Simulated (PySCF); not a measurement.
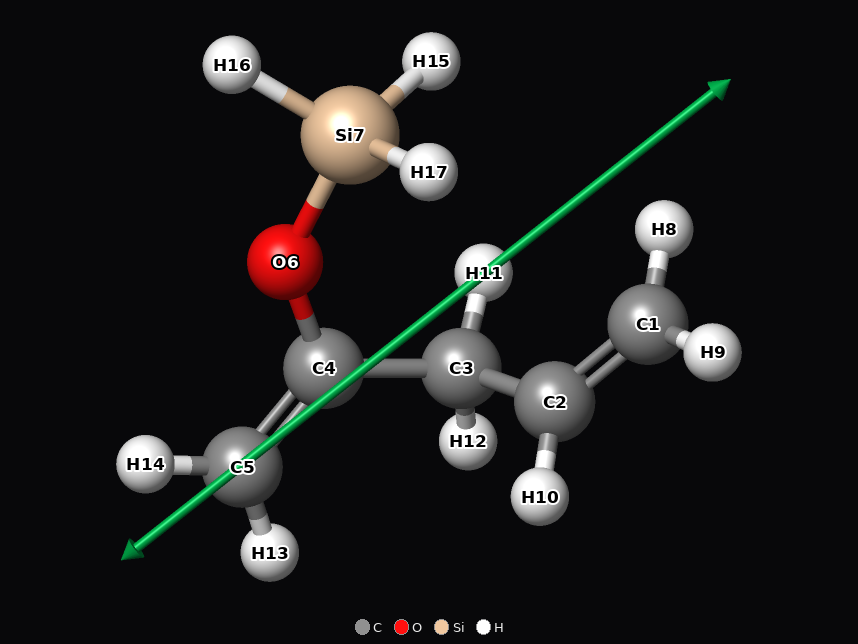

The double arrow shows the direction of the transition dipole to excited singlet state 4 (its length means nothing). Computed geometry: GFN2-xTB optimisation. No frequency run is at hand to confirm it as a minimum. Level of theory: TDDFT PBE0/def2-SVPD, vertical, gas phase, core orbitals frozen in the response (PySCF 2.14.0).

> How is the transition polarised?

Nearly parallel to the C1–C2 bond.

> Give its energy, strength and character.

6.77 eV (183 nm), oscillator strength 0.29, of mixed character, with the largest part HOMO−1 → LUMO (weight 0.43); transition dipole 3.34 D.

The geometry is semi-empirical. Around Si such bond lengths and angles can be off by a tenth of an ångström or more and by several degrees, and values that hang on the shape move with them.
